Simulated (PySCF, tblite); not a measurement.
# C7H7 radical: geometry, infrared bands and EPR parameters

Wanted: the infrared bands and EPR parameters of C7H7 radical (`[H]/[C]=C(/C)C=C=C=C`), by calculation.

The runs use tblite 0.8.0 and PySCF 2.14.0, with density-fitted response routines of our own; the level of theory stands in each step. All values are computed, except where a source is named. Atoms are numbered from 0 throughout.

## 1. Starting geometry

14 atoms, charge 0, multiplicity 2; geometry from: force field or distance geometry start.

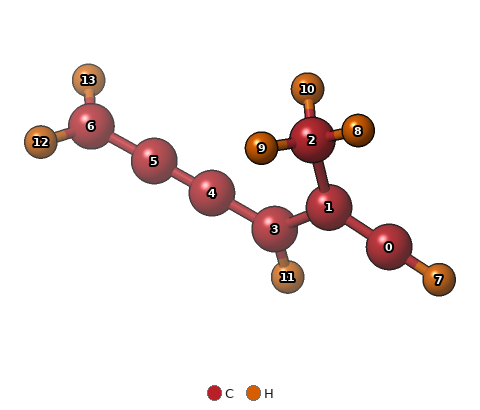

The starting geometry (carbon red, hydrogen orange), atoms numbered.

## 2. Geometry optimisation with GFN2-xTB

The job: settings as JSON, then the geometry in Å.

```
{"job": {"kind": "relax", "xc": "GFN2-xTB", "basis": "xTB"}, "charge": 0, "multiplicity": 2}
C     -2.317400     1.561100    -0.031100
C     -1.316500     0.763900     0.122300
C     -1.227600    -0.223100     1.274700
C     -0.224300     0.827900    -0.834900
C      0.837700     0.069100    -0.763200
C      1.817100    -0.617600    -0.728800
C      2.884900    -1.357800    -0.680700
H     -3.150900     2.223700    -0.153700
H     -2.118900    -0.157200     1.912700
H     -0.367200    -0.021200     1.905300
H     -1.179700    -1.249700     0.897500
H     -0.308800     1.534200    -1.637300
H      3.756800    -1.032900    -0.121700
H      2.914000    -2.320800    -1.183400
```

On the command line:

```console
$ OMP_NUM_THREADS=1 python probes_run.py task.json out
```

This one command runs all jobs of the session in turn.

The program printed:

```text
step      E/eV     max force
  0    -496.84080    3.628
  1    -496.86261    5.520
  2    -497.05656    0.993
  3    -497.10891    0.799
  4    -497.15611    0.813
  5    -497.23627    0.845
  6    -497.25896    0.534
  7    -497.28322    0.456
  8    -497.30106    0.404
  9    -497.31305    0.319
 10    -497.33301    0.400
 11    -497.35711    0.494
 12    -497.40022    0.750
 13    -497.45472    1.040
 14    -497.51466    1.042
 15    -497.56953    1.256
 16    -497.69272    0.871
 17    -497.77678    0.671
 18    -497.92608    0.862
 19    -497.98776    0.751
 20    -498.09969    0.738
 21    -498.16441    0.864
 22    -498.27145    0.718
 23    -498.35452    0.800
 24    -498.41241    0.919
 25    -498.46295    0.626
 26    -498.49467    0.582
 27    -498.52957    0.401
 28    -498.53977    0.323
 29    -498.55363    0.248
 30    -498.56101    0.258
 31    -498.56861    0.383
 32    -498.57750    0.415
 33    -498.58597    0.237
 34    -498.59182    0.194
 35    -498.59575    0.160
 36    -498.60007    0.209
 37    -498.60388    0.195
 38    -498.60672    0.103
 39    -498.60834    0.086
 40    -498.60975    0.118
 41    -498.61142    0.136
 42    -498.61297    0.095
 43    -498.61424    0.088
 44    -498.61532    0.077
 45    -498.61623    0.099
 46    -498.61692    0.084
 47    -498.61737    0.050
 48    -498.61768    0.045
 49    -498.61795    0.061
 50    -498.61818    0.064
 51    -498.61841    0.050
 52    -498.61865    0.034
 53    -498.61889    0.036
 54    -498.61903    0.036
 55    -498.61915    0.029
 56    -498.61929    0.032
 57    -498.61948    0.049
 58    -498.61967    0.047
 59    -498.61982    0.030
 60    -498.61994    0.031
 61    -498.62015    0.055
 62    -498.62051    0.082
 63    -498.62105    0.091
 64    -498.62171    0.071
 65    -498.62237    0.071
 66    -498.62294    0.058
 67    -498.62346    0.066
 68    -498.62392    0.059
 69    -498.62419    0.034
 70    -498.62434    0.026
 71    -498.62447    0.032
 72    -498.62460    0.032
 73    -498.62470    0.030
 74    -498.62477    0.032
 75    -498.62483    0.026
 76    -498.62488    0.024
 77    -498.62493    0.017
 78    -498.62496    0.014
 79    -498.62499    0.015
 80    -498.62501    0.018
 81    -498.62505    0.017
 82    -498.62508    0.011
 83    -498.62509    0.006
```

It took 0.74 s on 1 thread of Arm Neoverse N1, shared host; peak memory 0.18 GiB.

Relaxation path: (not every step is listed)

```
step  energy from step 0 (eV)  largest force (eV/Å)
   0                   0.0000                3.6283
   1                  -0.0218                5.5198
   2                  -0.2158                0.9926
   3                  -0.2681                0.7995
   4                  -0.3153                0.8134
   5                  -0.3955                0.8450
   6                  -0.4182                0.5344
   7                  -0.4424                0.4561
   8                  -0.4603                0.4037
  15                  -0.7287                1.2564
  22                  -1.4307                0.7182
  29                  -1.7128                0.2479
  36                  -1.7593                0.2093
  43                  -1.7734                0.0880
  50                  -1.7774                0.0636
  57                  -1.7787                0.0493
  64                  -1.7809                0.0708
  71                  -1.7837                0.0323
  78                  -1.7842                0.0143
  79                  -1.7842                0.0152
  80                  -1.7842                0.0177
  81                  -1.7842                0.0166
  82                  -1.7843                0.0115
  83                  -1.7843                0.0062
```

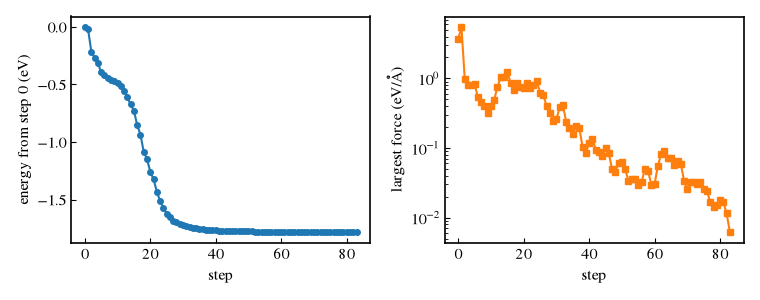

Energy and largest force along the relaxation.

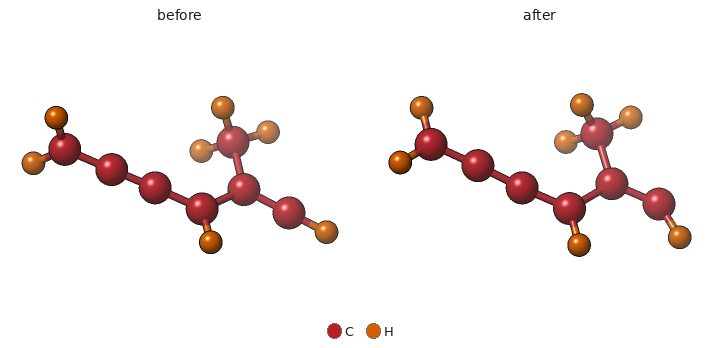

Before and after, at one scale.

Close pairs (by a distance rule), those that changed most:

```
  bond  before (Å)  after (Å)  change (Å)
 C4–C5       1.197      1.258      +0.062
 C1–C3       1.454      1.475      +0.021
 C0–C1       1.289      1.304      +0.015
 C1–C2       1.520      1.506      -0.014
 C2–H8       1.098      1.086      -0.012
 C5–C6       1.300      1.309      +0.009
C3–H11       1.072      1.081      +0.009
C6–H13       1.087      1.079      -0.008
```

The next job starts from the end point, and lists it.

## 3. Infrared spectrum with GFN2-xTB

The job: settings as JSON, then the geometry in Å.

```
{"job": {"kind": "ir", "xc": "GFN2-xTB", "basis": "xTB"}, "charge": 0, "multiplicity": 2}
C     -2.458070     1.516254     0.141569
C     -1.393104     0.765232     0.192729
C     -1.103539    -0.162182     1.343019
C     -0.387363     0.773600    -0.885898
C      0.711758     0.052776    -0.837275
C      1.742581    -0.658800    -0.715936
C      2.836564    -1.374292    -0.647231
H     -2.899044     2.229720    -0.515178
H     -1.870734    -0.072494     2.106651
H     -0.133370     0.074930     1.776577
H     -1.070735    -1.190976     0.987246
H     -0.590325     1.410825    -1.734998
H      3.042635    -2.005483     0.202447
H      3.572069    -1.359582    -1.435888
```

The program printed:

```text
mode    cm-1     km/mol
  1      62.3      0.13
  2      88.4      0.03
  3     139.6      0.24
  4     205.7      1.31
  5     242.9      2.26
  6     295.7      0.67
  7     352.5      2.62
  8     358.9      0.56
  9     464.5      0.73
 10     510.7      1.01
 11     535.9      0.12
 12     626.2     25.06
 13     717.2     93.70
 14     801.8     31.72
 15     824.5      9.97
 16     829.8      3.41
 17     962.3      1.76
 18     991.0     14.40
 19    1023.3      5.05
 20    1035.7      3.14
 21    1161.3      4.30
 22    1238.6     10.27
 23    1383.9      2.25
 24    1391.6      2.45
 25    1472.5      5.15
 26    1475.5      2.13
 27    1647.6      3.45
 28    1702.2      9.65
 29    2158.4     68.02
 30    3012.5     27.23
 31    3024.3     10.85
 32    3050.5     28.38
 33    3055.3     24.76
 34    3072.4     15.38
 35    3082.7     19.73
 36    3189.5     21.58
```

Run time: 0.57 s. Hardware: 1 thread of Arm Neoverse N1, shared host; peak memory 0.18 GiB.

Which atoms move in the most intense modes:

```
cm⁻¹  km/mol                        atoms
 626    25.1             H7 83 %, C0 13 %
 717    93.7             H7 62 %, C0 27 %
 802    31.7  H11 50 %, H12 26 %, C3 13 %
2158    68.0             C5 48 %, C4 43 %
3012    27.2            H10 60 %, H9 31 %
3050    28.4                     H11 92 %
3055    24.8                      H8 93 %
3190    21.6                      H7 91 %
```

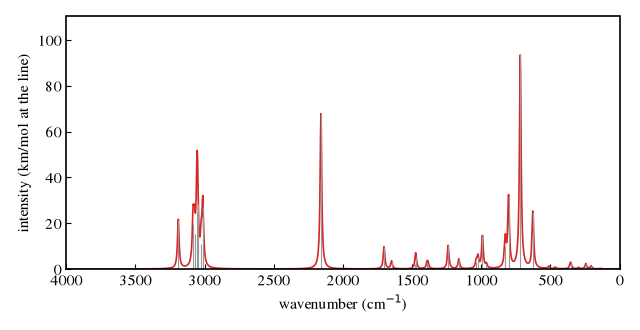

The infrared spectrum from these modes, unscaled. Lines are broadened to a width of 14 cm⁻¹ (Lorentzian).

## 4. EPR parameters: B3LYP/pcH-1

The job, as its differences from that of step 3:

```diff
@@ -1,2 +1,2 @@
-{"job": {"kind": "ir", "xc": "GFN2-xTB", "basis": "xTB"}, "charge": 0, "multiplicity": 2}
+{"job": {"kind": "epr", "basis": "pcH-1"}, "charge": 0, "multiplicity": 2}
 C     -2.458070     1.516254     0.141569
```

Level: UKS B3LYP, pcH-1 on C H, non-relativistic, mean-field spin-orbit, GIAO.

The program printed:

```text
UKS, coarse grid
  cycle   1  E = -270.74293479  |g| = 2.82e-01
  cycle   2  E = -270.74134494  |g| = 2.96e-01
  cycle   3  E = -270.78571493  |g| = 8.55e-02
  cycle   4  E = -270.78929882  |g| = 3.59e-02
  cycle   5  E = -270.79008775  |g| = 1.33e-02
  cycle   6  E = -270.79019564  |g| = 7.09e-03
  cycle   7  E = -270.79024360  |g| = 3.47e-03
  cycle   8  E = -270.79027018  |g| = 1.75e-03
  cycle   9  E = -270.79028684  |g| = 1.07e-03
  cycle  10  E = -270.79029198  |g| = 8.32e-04
UKS, final grid
  cycle   1  E = -270.79028711  |g| = 1.14e-03
  cycle   2  E = -270.79028687  |g| = 1.82e-03
  cycle   3  E = -270.79028855  |g| = 2.97e-04
  cycle   4  E = -270.79028894  |g| = 3.25e-04
  cycle   5  E = -270.79028944  |g| = 1.99e-04
  cycle   6  E = -270.79028950  |g| = 3.64e-05
  cycle   7  E = -270.79028950  |g| = 2.59e-05
E = -270.79028950 Eh   <S^2> = 0.7695 (exact 0.7500)
g shifts (ppm)      1          2          3
  rmc          -153       -153       -153
  gc             30          9        -33
  oz_so        -262        -36        466
  total        -385       -180        280
hyperfine (MHz)  atom isotope    a_iso     a_fc   dipolar eigenvalues
    0   13C     334.42     334.42    -85.20    -55.17    140.37
    1   13C      -6.84      -6.84    -19.98      3.24     16.74
    2   13C      48.97      48.97     -4.97     -4.40      9.37
    3   13C      97.57      97.57     -9.34      3.01      6.33
    4   13C       6.16       6.16     -8.96      0.85      8.11
    5   13C       9.20       9.20     -4.45      1.92      2.53
    6   13C      -6.46      -6.46     -9.77      4.58      5.19
    7    1H      39.41      39.41    -32.80     -8.57     41.37
    8    1H      -2.62      -2.62     -6.64     -2.62      9.26
    9    1H      -5.51      -5.51     -3.25     -1.86      5.11
   10    1H      -6.78      -6.78     -3.30     -1.91      5.21
   11    1H      -9.27      -9.27     -5.09     -2.06      7.16
   12    1H       8.03       8.03     -2.31     -0.38      2.68
   13    1H       7.56       7.56     -2.04     -0.34      2.38
```

Run time: 92 s. Hardware: 1 thread of Arm Neoverse N1, shared host; peak memory 0.97 GiB.

Principal g values 2.00193, 2.00214, 2.00260; g(iso) = 2.00222, against 2.00232 for a free electron.

Hyperfine couplings; where a row names several nuclei, a(iso) is their mean (it holds for fast rotation or exchange) and the dipolar term the largest among them:

```
     nuclei  isotope  a(iso) (MHz)  a(iso) (G, at g = 2.0023)  largest dipolar term (MHz)
         C0      13C         334.4                      119.3                       140.4
         C3      13C          97.6                       34.8                        -9.3
         C2      13C          49.0                       17.5                         9.4
         H7       1H          39.4                       14.1                        41.4
        H11       1H          -9.3                       -3.3                         7.2
         C5      13C           9.2                        3.3                        -4.5
   H12, H13       1H           7.8                        2.8                         2.7
         C1      13C          -6.8                       -2.4                       -20.0
         C6      13C          -6.5                       -2.3                        -9.8
         C4      13C           6.2                        2.2                        -9.0
H8, H9, H10       1H          -5.0                       -1.8                         9.3
```

Mulliken spin populations:

C0 1.09; C1 -0.17; C2 0.04; C3 0.11; C4 -0.06; C5 0.05; C6 -0.07; H7 0.01; H8 0.00; H9 0.00; H10 0.00; H11 -0.01; H12 0.00; H13 0.00

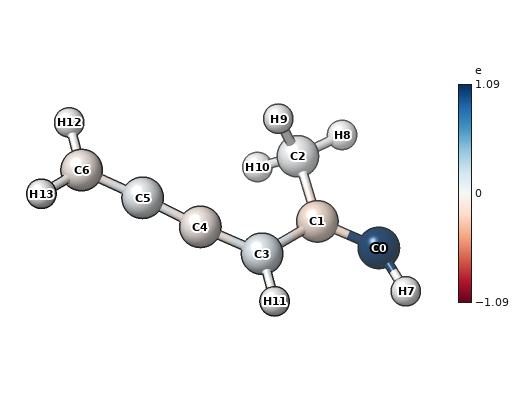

Mulliken spin populations, as colours on the atoms.

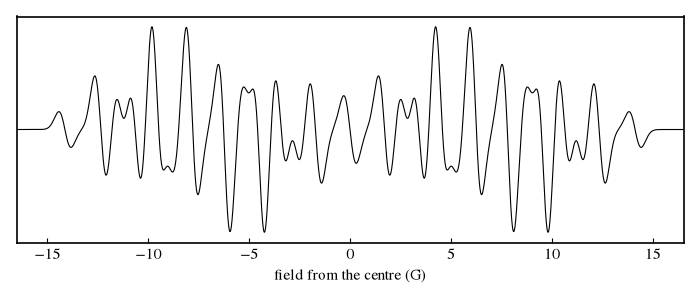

First-order isotropic spectrum (first derivative, main isotopes with spin only, couplings over 0.8 MHz, Gaussian width 0.3 G; couplings of the frozen geometry, rotation of groups not averaged beyond the rows shown).

Orbitals, density, ELF and potential are computed afterwards from the orbital file.

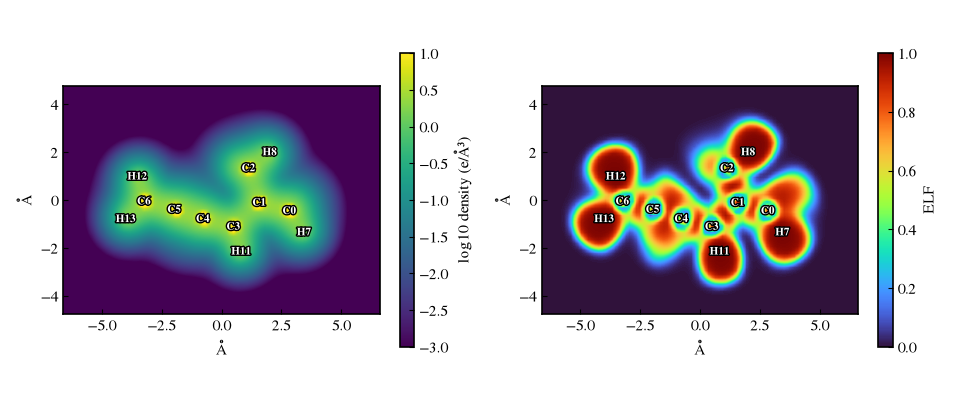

Density (left) and ELF (right) in a plane through or near 12 of the atoms.

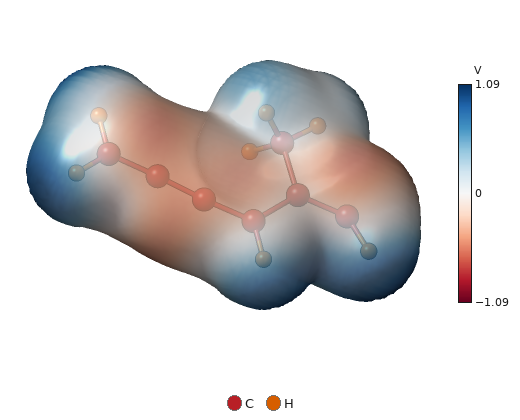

Electrostatic potential on the surface of density 0.002 e/bohr³; red is low, blue high. It runs from -0.54 V near C0 to 1.09 V near H7.

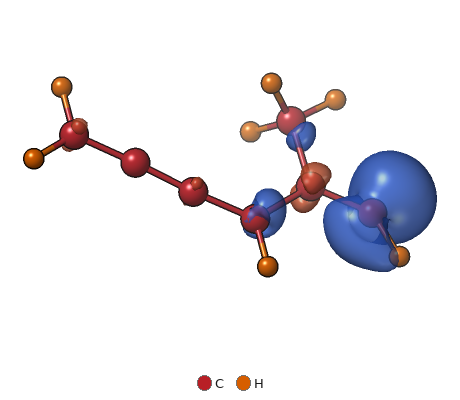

Spin density at ±0.05 e/Å³ (alpha excess blue, beta excess red).

## 5. Summary of results

| quantity | value |
| --- | --- |
| strongest single infrared mode (GFN2-xTB) | 717 cm⁻¹, 94 km/mol |
| zero-point energy (GFN2-xTB) | 66.0 kcal/mol |
| g(iso) (B3LYP) | 2.00222 |
| ⟨S²⟩ | 0.770 (exact 0.75) |
| largest a(iso) (averaged by class) | 13C on C0, 334.4 MHz |
| surface potential, least and greatest | -0.54 V and 1.09 V |

Relaxing lowered the energy by 1.784 eV in 83 steps; the close pair that moved most is C4–C5, from 1.197 to 1.258 Å. All 36 modes are real, so the xTB geometry is a minimum. The strongest single mode, at 717 cm⁻¹, moves mainly H7. GFN2-xTB is a fitted tight-binding method: band positions and strengths are rough. Its intensities can rank the bands wrongly. Most of the unpaired spin sits on C0 (1.09 e). The isotropic g lies 0.1 ppt below the free-electron value.
